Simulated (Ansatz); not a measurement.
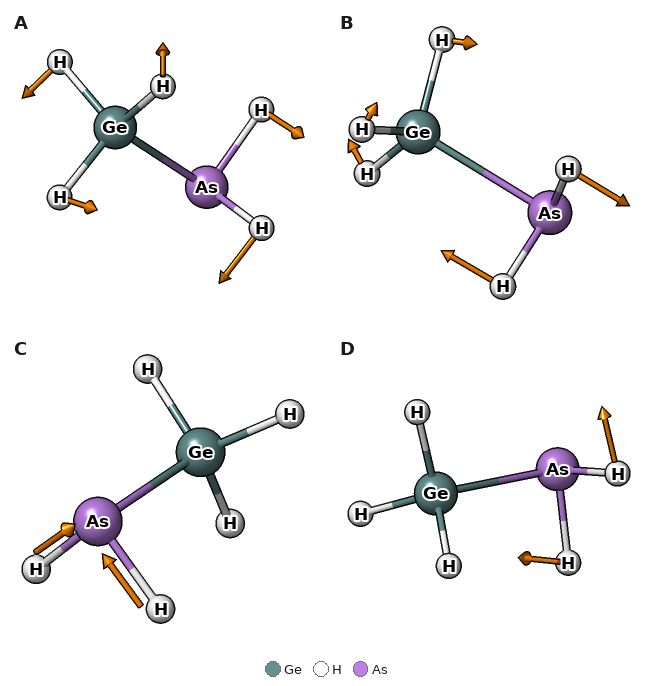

4 normal modes of one molecule or complex, as arrows. Harmonic vibrations computed with RKS PBE0-D4/def2-TZVP (Ansatz 0.2.0) at a stationary point of the same level.

**Match the panels to the wavenumbers 136 cm⁻¹, 694 cm⁻¹, 986 cm⁻¹, 2208 cm⁻¹.**

A: 136 cm⁻¹, a torsion or out-of-plane motion in which bond lengths and bond angles hardly change
B: 694 cm⁻¹, Ge–As–H bending
C: 2208 cm⁻¹, in-phase stretching of 2 As–H bonds
D: 986 cm⁻¹, H–As–H bending
